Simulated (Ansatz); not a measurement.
**Geometry relaxation of Li (part 2 of 3)**

The same run, continued: Li (defect cell, 17 atoms in the cell); DFT PBE, scalar-relativistic, plane waves, PAW, no spin polarisation (Ansatz 0.2.0); cutoff 420 eV, 3×3×3 k-mesh, Gaussian smearing of 0.1 eV. It belongs to a series of runs on one base structure; here: end point B relaxed.

Geometry of the input (Å; fractional positions):
```
6.9800  0.0000  0.0000
0.0000  6.9800  0.0000
0.0000  0.0000  6.9800
Li 0.0000  0.0000  0.0000
Li 0.5000  0.0000  0.0000
Li 0.0000  0.5000  0.0000
Li 0.0000  0.0000  0.5000
Li 0.2500  0.2500  0.2500
Li 0.5000  0.5000  0.0000
Li 0.5000  0.0000  0.5000
Li 0.7500  0.2500  0.2500
Li 0.0000  0.5000  0.5000
Li 0.2500  0.7500  0.2500
Li 0.2500  0.2500  0.7500
Li 0.5000  0.5000  0.5000
Li 0.7500  0.7500  0.2500
Li 0.7500  0.2500  0.7500
Li 0.2500  0.7500  0.7500
Li 0.7500  0.7500  0.7500
Li 0.3796  0.0001  0.2496
```

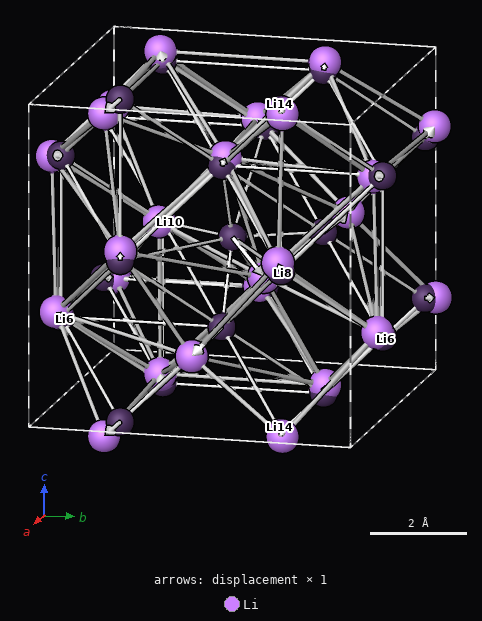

Start (faint) and end (solid) with the displacements as white arrows, at true length (ball-and-stick view of the cell of the calculation (origin shifted), seen slightly off an axis). After 17 geometry steps the energy has fallen by 1.737 eV per cell of the calculation. The largest force component goes from 1.6 to 0.02 eV/Å. The largest move is that of Li17, 1.07 Å. The cell doesn't change. Distances before and after: Li2–Li5 3.022 → 4.835 Å, Li11–Li17 4.003 → 2.913 Å, Li6–Li17 3.990 → 2.926 Å, Li7–Li17 1.939 → 2.846 Å. New bonds form: Li11–Li17 (4.00 → 2.91 Å), Li6–Li17 (3.99 → 2.93 Å). (Atoms are counted from 1 in the order of the input.)

```
Free energy (F): -3479.074483 eV
[...]
Harris-Foulkes:  -3479.074483 eV  (|F-HF|=1.08e-9)
Internal energy: -3479.045945 eV  (E = F + TS)
E sigma→0 (E₀):  -3479.060214 eV
Entropy (-TS):   -0.028537 eV (-1.679 meV/atom)
Fermi energy:    1.000318 eV
--- Per-component energies (eV) ---
  E_band       = -1552.323946
  E_kinetic    = 361.513239
  E_local      = -2254.608099  (includes V_loc(G=0)·N_el)
  E_nonlocal   = -564.989899
  E_hartree    = 670.793617
  E_xc         = -171.634884
  E_vxc        = -220.959988  (∫ρ·V_xc dr)
  E_paw        = -357.253040  (= ΣΔE_a)
  E_vpaw       = -214.866611  (= ΣTr[D̂ρ^β])
  E_aug_tail   = 0.000192  (compensation charges beyond the density's cutoff)
  E_ewald      = -1162.867071
  E_smearing   = -0.028537  (= −TS)
  E_closure    = -0.000000  (closes the sum)
  Σ components = -3479.074483   (vs F -3479.074483, Δ=0.00e0)
--- Forces (eV/Å), atoms counted from 1 ---
  atom   1  Li    -0.00197586    -0.00015070    -0.00082374
  atom   2  Li     0.00743718    -0.00713315    -0.01951637
  atom   3  Li     0.00310112     0.00154355    -0.00358133
  atom   4  Li     0.00441281     0.00255405    -0.01330101
  atom   5  Li    -0.00917890     0.01321596     0.00778401
  atom   6  Li    -0.00790013     0.00265516     0.00093685
  atom   7  Li    -0.00303972     0.00609739    -0.01156914
  atom   8  Li     0.00182884     0.00000005    -0.00444863
  atom   9  Li     0.00675082    -0.00355493     0.00025842
  atom  10  Li    -0.00411414    -0.01064213     0.00722415
  atom  11  Li     0.00515733    -0.00586994     0.01269195
  atom  12  Li     0.00651628     0.00008149    -0.00198387
  atom  13  Li    -0.00167194    -0.00028120    -0.00063155
  atom  14  Li    -0.00256467    -0.00042494     0.01080810
  atom  15  Li    -0.00194114    -0.00008930     0.01168103
  atom  16  Li    -0.00270986    -0.00092590     0.00502461
  atom  17  Li    -0.00011005     0.00292652    -0.00055473
  max |Σ_I F_I| component: 2.02e-6 eV/Å
--- Relaxed structure (18 steps of the walk, 18 accepted, 0 SCFs on fresh bases) ---
  F+E_penalty+E_count = -3479.07448274 eV   max|allowed force component| = 1.952e-2 eV/Å
  atoms:
    - { symbol: Li, position: [0.0038986891062398727, -0.014412617517119983, 0.006239572367511988] }
    - { symbol: Li, position: [0.6184689605506086, -0.06241236522963347, -0.06636600364568954] }
    - { symbol: Li, position: [-0.027307527949647283, 0.525116888538433, -0.0025989312586339533] }
    - { symbol: Li, position: [0.006784861201877382, -0.01957781242164324, 0.5264018126212981] }
    - { symbol: Li, position: [0.1467642887736623, 0.3001842503096295, 0.288298553964134] }
    - { symbol: Li, position: [0.5085329584563886, 0.48539250744728224, 0.015466888446218642] }
    - { symbol: Li, position: [0.4786242297553756, 0.005299211091587789, 0.5212696017106546] }
    - { symbol: Li, position: [0.7528160868966776, 0.24123765853867102, 0.2745083823624547] }
    - { symbol: Li, position: [0.022372836964363967, 0.5351283771593831, 0.5406006289337673] }
    - { symbol: Li, position: [0.2608480927052389, 0.7398208104486291, 0.25218428974713436] }
    - { symbol: Li, position: [0.24437118925289922, 0.25313391732492024, 0.7747043078639697] }
    - { symbol: Li, position: [0.4692503943007111, 0.4627990745385699, 0.4881624201379302] }
    - { symbol: Li, position: [0.7407857235010732, 0.747386852045894, 0.27585076024676614] }
    - { symbol: Li, position: [0.7634888543837093, 0.2581651771016769, 0.739272324142823] }
    - { symbol: Li, position: [0.2762010427300531, 0.749072945914271, 0.7850240535667514] }
    - { symbol: Li, position: [0.7230982669322877, 0.6924685091597176, 0.6956580363002488] }
    - { symbol: Li, position: [0.39055449243848056, 0.10127153554973149, 0.13492280249266062] }
```

## Trajectory as extended XYZ (Å, eV, eV/Å), 18 frames, from step=1 to step=18
```
17
Lattice="6.9800 0.0000 0.0000 0.0000 6.9800 0.0000 0.0000 0.0000 6.9800" Properties=species:S:1:pos:R:3:forces:R:3 step=1 energy=-3477.33772
Li    0.0000    0.0000    0.0000    0.0687   0.0000   0.0282
Li    3.4900    0.0000    0.0000    0.8595  -0.0005  -1.5798
Li    0.0000    3.4900    0.0000    0.0196   0.0000  -0.0352
Li    0.0000    0.0000    3.4900    0.0693   0.0000  -0.0290
Li    1.7450    1.7450    1.7450   -0.8557   1.4676   0.0026
Li    3.4900    3.4900    0.0000   -0.0382  -0.0001   0.0934
Li    3.4900    0.0000    3.4900    0.8501  -0.0005   1.5650
Li    5.2350    1.7450    1.7450   -0.0603  -0.0190  -0.0001
Li    0.0000    3.4900    3.4900    0.0190   0.0000   0.0356
Li    1.7450    5.2350    1.7450   -0.8539  -1.4650   0.0026
Li    1.7450    1.7450    5.2350    0.0399  -0.0943   0.0005
Li    3.4900    3.4900    3.4900   -0.0381  -0.0001  -0.0937
Li    5.2350    5.2350    1.7450   -0.0604   0.0192  -0.0001
Li    5.2350    1.7450    5.2350   -0.0206   0.0310   0.0002
Li    1.7450    5.2350    5.2350    0.0399   0.0944   0.0005
Li    5.2350    5.2350    5.2350   -0.0205  -0.0311   0.0002
Li    2.6493    0.0005    1.7422   -0.0183  -0.0015   0.0090
17
Lattice="6.9800 0.0000 0.0000 0.0000 6.9800 0.0000 0.0000 0.0000 6.9800" Properties=species:S:1:pos:R:3:forces:R:3 step=2 energy=-3478.27134
Li    0.0611    0.0000    0.0177   -0.0669   0.0000  -0.0193
Li    3.6129    0.0000   -0.1212    0.5143  -0.0004  -0.9084
Li   -0.0140    3.4900   -0.0542   -0.0081   0.0000  -0.0242
Li    0.0618    0.0000    3.4716   -0.0668   0.0000   0.0195
Li    1.6147    1.8716    1.7449   -0.4817   0.8045   0.0021
Li    3.4365    3.4899    0.0675    0.0025   0.0000  -0.0305
Li    3.6136    0.0000    3.6111    0.5039  -0.0004   0.8935
Li    5.1805    1.7346    1.7449    0.0699   0.0188   0.0000
Li   -0.0144    3.4900    3.5449   -0.0080   0.0000   0.0240
Li    1.6146    5.1084    1.7449   -0.4798  -0.8019   0.0021
Li    1.8005    1.6763    5.2354   -0.0028   0.0295   0.0000
Li    3.4364    3.4899    3.4225    0.0023   0.0000   0.0304
Li    5.1804    5.2455    1.7449    0.0699  -0.0189   0.0000
Li    5.2479    1.7919    5.2352    0.0072   0.0191   0.0001
Li    1.8005    5.3037    5.2354   -0.0027  -0.0295   0.0000
Li    5.2480    5.1880    5.2352    0.0072  -0.0191   0.0001
Li    2.6482    0.0007    1.7415   -0.0605  -0.0017   0.0106
17
Lattice="6.9800 0.0000 0.0000 0.0000 6.9800 0.0000 0.0000 0.0000 6.9800" Properties=species:S:1:pos:R:3:forces:R:3 step=3 energy=-3478.78235
Li    0.0301    0.0000    0.0068   -0.0224   0.0000  -0.0150
Li    3.7258   -0.0001   -0.2801    0.2137  -0.0002  -0.2884
Li   -0.0291    3.4900   -0.0786   -0.0629   0.0001  -0.0863
Li    0.0309    0.0000    3.4826   -0.0226   0.0000   0.0154
Li    1.5034    2.0227    1.7455   -0.1938   0.2484   0.0011
Li    3.4367    3.4899    0.0508    0.0185   0.0000  -0.0272
Li    3.7251   -0.0001    3.7689    0.2079  -0.0002   0.2807
Li    5.2129    1.7450    1.7449    0.0214   0.0119   0.0000
Li   -0.0295    3.4900    3.5692   -0.0631   0.0001   0.0865
Li    1.5036    4.9575    1.7455   -0.1928  -0.2472   0.0011
Li    1.8002    1.6926    5.2355   -0.0202   0.0284   0.0000
Li    3.4365    3.4899    3.4392    0.0188   0.0000   0.0276
Li    5.2128    5.2351    1.7449    0.0215  -0.0120   0.0000
Li    5.2629    1.8132    5.2352    0.0671   0.0894  -0.0004
Li    1.8003    5.2874    5.2355   -0.0203  -0.0285   0.0000
Li    5.2629    5.1667    5.2352    0.0671  -0.0895  -0.0004
Li    2.6438    0.0007    1.7412   -0.0377  -0.0007   0.0053
17
Lattice="6.9800 0.0000 0.0000 0.0000 6.9800 0.0000 0.0000 0.0000 6.9800" Properties=species:S:1:pos:R:3:forces:R:3 step=4 energy=-3478.91148
Li   -0.0078   -0.0002   -0.0509   -0.0082  -0.0001  -0.0032
Li    3.8929    0.0000   -0.3240    0.0372  -0.0002  -0.0315
Li   -0.0212    3.4904   -0.1740   -0.0343  -0.0001  -0.0268
Li   -0.0065   -0.0002    3.5406   -0.0083  -0.0001   0.0031
Li    1.3459    2.0675    1.7444   -0.0349   0.0311   0.0010
Li    3.4056    3.4897    0.0651   -0.0095  -0.0001   0.0081
Li    3.8871    0.0001    3.8129    0.0362  -0.0002   0.0306
Li    5.2481    1.7948    1.7460    0.0065   0.0028   0.0004
Li   -0.0181    3.4904    3.6661   -0.0323  -0.0001   0.0237
Li    1.3471    4.9128    1.7444   -0.0347  -0.0309   0.0010
Li    1.8333    1.6818    5.2367    0.0112  -0.0094   0.0007
Li    3.4035    3.4897    3.4247   -0.0096  -0.0001  -0.0085
Li    5.2479    5.1852    1.7460    0.0065  -0.0028   0.0004
Li    5.2585    1.9179    5.2327    0.0332   0.0282   0.0007
Li    1.8337    5.2982    5.2367    0.0112   0.0095   0.0007
Li    5.2579    5.0616    5.2327    0.0329  -0.0277   0.0007
Li    2.6214    0.0007    1.7421   -0.0029   0.0002  -0.0009
17
Lattice="6.9800 0.0000 0.0000 0.0000 6.9800 0.0000 0.0000 0.0000 6.9800" Properties=species:S:1:pos:R:3:forces:R:3 step=5 energy=-3478.91802
Li   -0.0140   -0.0005   -0.0683   -0.0026   0.0000  -0.0012
Li    3.9547   -0.0003   -0.3242    0.0004  -0.0002   0.0033
Li   -0.0226    3.4909   -0.2013    0.0030   0.0001  -0.0029
Li   -0.0129   -0.0005    3.5598   -0.0018   0.0000   0.0010
Li    1.2900    2.0672    1.7458    0.0009  -0.0040   0.0009
Li    3.3750    3.4889    0.0886    0.0033  -0.0001  -0.0032
Li    3.9391   -0.0003    3.8078   -0.0023  -0.0002  -0.0023
Li    5.2525    1.8130    1.7473    0.0026   0.0015   0.0000
Li   -0.0153    3.4909    3.6945    0.0032   0.0001   0.0036
Li    1.2935    4.9144    1.7457    0.0015   0.0038   0.0009
Li    1.8662    1.6573    5.2401   -0.0040   0.0038   0.0005
Li    3.3711    3.4889    3.4029    0.0032  -0.0001   0.0034
Li    5.2523    5.1666    1.7473    0.0024  -0.0015   0.0000
Li    5.2574    1.9475    5.2308   -0.0024   0.0029  -0.0005
Li    1.8669    5.3224    5.2401   -0.0040  -0.0038   0.0005
Li    5.2560    5.0317    5.2307   -0.0025  -0.0031  -0.0006
Li    2.6195    0.0024    1.7346   -0.0010   0.0008  -0.0035
17
Lattice="6.9800 0.0000 0.0000 0.0000 6.9800 0.0000 0.0000 0.0000 6.9800" Properties=species:S:1:pos:R:3:forces:R:3 step=6 energy=-3478.91813
Li   -0.0170   -0.0005   -0.0696    0.0000  -0.0001  -0.0005
Li    3.9570   -0.0006   -0.3246    0.0006  -0.0003   0.0000
Li   -0.0195    3.4911   -0.2035   -0.0006   0.0001   0.0008
Li   -0.0152   -0.0005    3.5612   -0.0006  -0.0001   0.0009
Li    1.2894    2.0666    1.7469    0.0011  -0.0011   0.0013
Li    3.3773    3.4886    0.0880   -0.0013  -0.0002  -0.0003
Li    3.9364   -0.0006    3.8059   -0.0027  -0.0003   0.0001
Li    5.2554    1.8148    1.7476    0.0002   0.0006   0.0004
Li   -0.0114    3.4911    3.6983    0.0002   0.0001  -0.0003
Li    1.2941    4.9155    1.7469    0.0019   0.0010   0.0013
Li    1.8634    1.6586    5.2415    0.0014  -0.0001   0.0007
Li    3.3731    3.4886    3.4044   -0.0017  -0.0002   0.0001
Li    5.2550    5.1648    1.7476    0.0003  -0.0007   0.0004
Li    5.2546    1.9501    5.2297    0.0004  -0.0006  -0.0006
Li    1.8642    5.3208    5.2415    0.0015   0.0001   0.0007
Li    5.2529    5.0287    5.2297    0.0002   0.0005  -0.0006
Li    2.6195    0.0034    1.7306   -0.0008   0.0011  -0.0045
17
Lattice="6.9800 0.0000 0.0000 0.0000 6.9800 0.0000 0.0000 0.0000 6.9800" Properties=species:S:1:pos:R:3:forces:R:3 step=7 energy=-3478.91821
Li   -0.0180   -0.0007   -0.0700    0.0011  -0.0001   0.0004
Li    3.9611   -0.0011   -0.3272    0.0024  -0.0005  -0.0001
Li   -0.0193    3.4915   -0.2028   -0.0009   0.0002   0.0020
Li   -0.0162   -0.0007    3.5629    0.0005  -0.0001   0.0001
Li    1.2890    2.0666    1.7491   -0.0005   0.0007   0.0020
Li    3.3774    3.4880    0.0881   -0.0010  -0.0002   0.0011
Li    3.9311   -0.0011    3.8032   -0.0025  -0.0004   0.0007
Li    5.2562    1.8159    1.7483   -0.0011  -0.0004   0.0006
Li   -0.0093    3.4915    3.7004    0.0004   0.0002  -0.0013
Li    1.2958    4.9168    1.7491    0.0007  -0.0009   0.0019
Li    1.8634    1.6588    5.2441    0.0013  -0.0014   0.0010
Li    3.3722    3.4880    3.4056   -0.0014  -0.0002  -0.0012
Li    5.2559    5.1635    1.7483   -0.0009   0.0003   0.0006
Li    5.2541    1.9507    5.2279    0.0003  -0.0016  -0.0009
Li    1.8645    5.3203    5.2441    0.0014   0.0014   0.0010
Li    5.2520    5.0275    5.2279    0.0000   0.0014  -0.0010
Li    2.6194    0.0051    1.7231    0.0001   0.0016  -0.0070
17
Lattice="6.9800 0.0000 0.0000 0.0000 6.9800 0.0000 0.0000 0.0000 6.9800" Properties=species:S:1:pos:R:3:forces:R:3 step=8 energy=-3478.91837
Li   -0.0184   -0.0009   -0.0697    0.0014  -0.0002   0.0008
Li    3.9677   -0.0019   -0.3304    0.0033  -0.0007  -0.0003
Li   -0.0196    3.4921   -0.2015   -0.0019   0.0003   0.0024
Li   -0.0166   -0.0009    3.5641    0.0005  -0.0002   0.0000
Li    1.2873    2.0671    1.7521   -0.0005   0.0009   0.0029
Li    3.3779    3.4872    0.0892   -0.0015  -0.0003   0.0011
Li    3.9252   -0.0018    3.7995   -0.0038  -0.0006   0.0012
Li    5.2565    1.8162    1.7493   -0.0011  -0.0007   0.0008
Li   -0.0071    3.4921    3.7028   -0.0001   0.0003  -0.0014
Li    1.2970    4.9178    1.7520    0.0011  -0.0011   0.0028
Li    1.8633    1.6583    5.2475    0.0020  -0.0015   0.0014
Li    3.3715    3.4872    3.4065   -0.0021  -0.0003  -0.0014
Li    5.2562    5.1628    1.7493   -0.0009   0.0005   0.0009
Li    5.2536    1.9509    5.2255    0.0009  -0.0020  -0.0013
Li    1.8646    5.3203    5.2475    0.0022   0.0016   0.0014
Li    5.2510    5.0264    5.2254    0.0005   0.0017  -0.0013
Li    2.6193    0.0075    1.7130    0.0003   0.0024  -0.0101
17
Lattice="6.9800 0.0000 0.0000 0.0000 6.9800 0.0000 0.0000 0.0000 6.9800" Properties=species:S:1:pos:R:3:forces:R:3 step=9 energy=-3478.91938
Li   -0.0174   -0.0017   -0.0673    0.0009  -0.0003   0.0014
Li    3.9893   -0.0045   -0.3403    0.0072  -0.0015  -0.0034
Li   -0.0226    3.4939   -0.1951   -0.0038   0.0006   0.0024
Li   -0.0168   -0.0017    3.5667   -0.0007  -0.0004   0.0002
Li    1.2825    2.0691    1.7629   -0.0011   0.0005   0.0057
Li    3.3790    3.4848    0.0922   -0.0013  -0.0007   0.0008
Li    3.9035   -0.0041    3.7886   -0.0083  -0.0010  -0.0003
Li    5.2556    1.8156    1.7528   -0.0002  -0.0010   0.0015
Li   -0.0020    3.4940    3.7085   -0.0012   0.0008   0.0020
Li    1.3023    4.9207    1.7626    0.0025   0.0003   0.0052
Li    1.8632    1.6569    5.2580    0.0023  -0.0007   0.0032
Li    3.3693    3.4847    3.4087   -0.0024  -0.0009  -0.0001
Li    5.2556    5.1621    1.7528    0.0002   0.0006   0.0015
Li    5.2539    1.9496    5.2176    0.0020  -0.0012  -0.0028
Li    1.8653    5.3205    5.2580    0.0025   0.0005   0.0034
Li    5.2494    5.0249    5.2174    0.0014   0.0001  -0.0030
Li    2.6190    0.0156    1.6782    0.0001   0.0042  -0.0178
```
